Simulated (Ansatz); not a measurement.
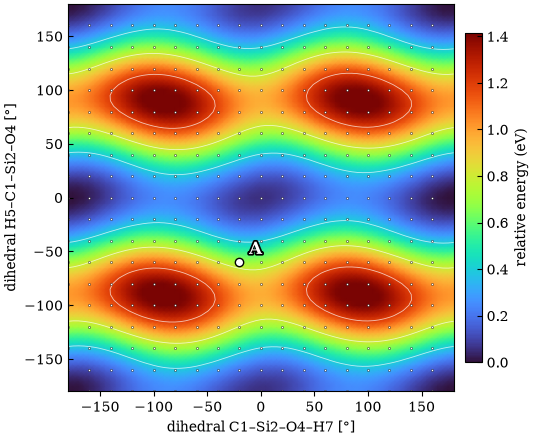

CH₃O₂Si, SMILES C=[Si]([O-])O, charge −1. First axis: dihedral C1–Si2–O4–H7. Second axis: dihedral H5–C1–Si2–O4. Nothing is relaxed (all other coordinates rigid). The scan uses an 18 × 18 grid; 164 points were computed and 160 follow by symmetry. Points are written as (first, second). Energies: eV, counted from the lowest grid point. These are results of Ansatz 0.2.0, RHF/def2-SVPD, not measurements.

In the figure: a smooth colour map with a few white contour lines, dots at the grid points, the point A. Between grid points the surface is interpolated.

Question: Is A at rest? If not, where is it pushed?

Answer: A, at (−20°, −60°), is not a stationary point. The computed force is 0.0026 eV for each degree towards larger values of dihedral C1–Si2–O4–H7 and 0.016 eV for each degree towards larger values of dihedral H5–C1–Si2–O4.
